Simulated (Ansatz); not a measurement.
**W₅ (charge +1, quartet): density, localisation and related maps**

```xyz
5

W     0.2967   -0.1780   -2.5450
W    -1.2271   -1.8126   -1.4702
W    -2.6157   -0.1361   -0.2874
W    -1.7214    1.0241   -2.1632
W    -0.1650   -0.3052   -0.1321
```

Geometry: PBE0-D4/def2-SVP; ⟨S²⟩ = 3.83, above the pure value of 3.75; core potentials replace the inner electrons of W.

Method: UKS PBE0-D4/def2-TZVP (Ansatz).

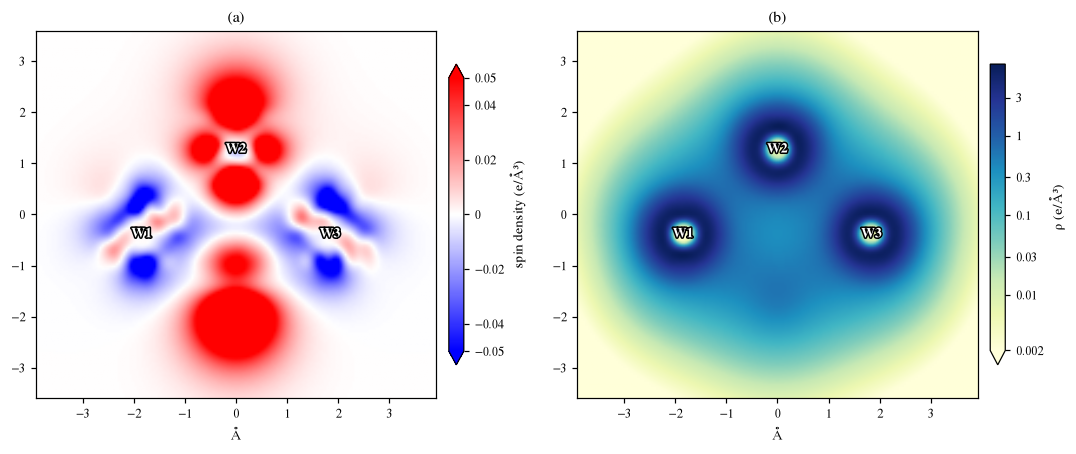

Figure 1. (a) spin density (α minus β); (b) electron density on the plane of atoms W1, W2 and W3.

Q: What does the map show?

A: The plane passes through W nuclei. W–W (2.48 Å): ρ is about 0.73 e/Å³ halfway. The unpaired spin (3 electrons) lies mostly on W4 (about 1.6), W2 (about 0.6), W5 (about 0.3), W1 (about 0.2) and W3 (about 0.2), in electrons by Hirshfeld's partition.

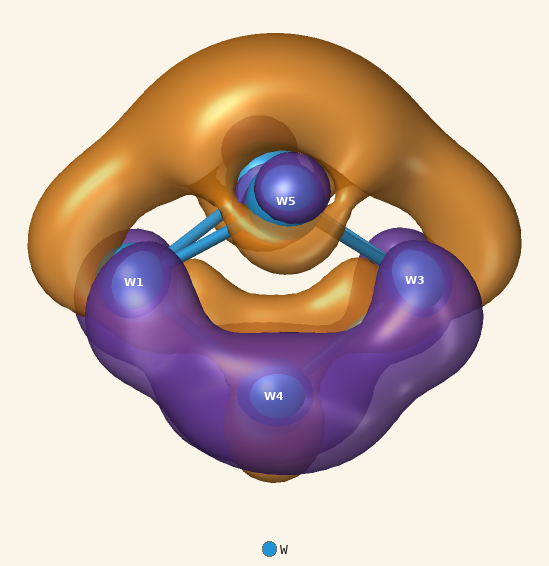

Figure 2. One frontier orbital at ±0.08 Å⁻³ᐟ² (orange and purple are the two phases), seen across its widest extent.

Q: Which orbital is it: HOMO (β) or LUMO (β)?

A: The LUMO (β), at −6.90 eV. By Hirshfeld shares it lies mainly on W4 (about 30 %), W1 (about 20 %), W3 (about 20 %), W5 (about 20 %) and W2 (about 15 %).
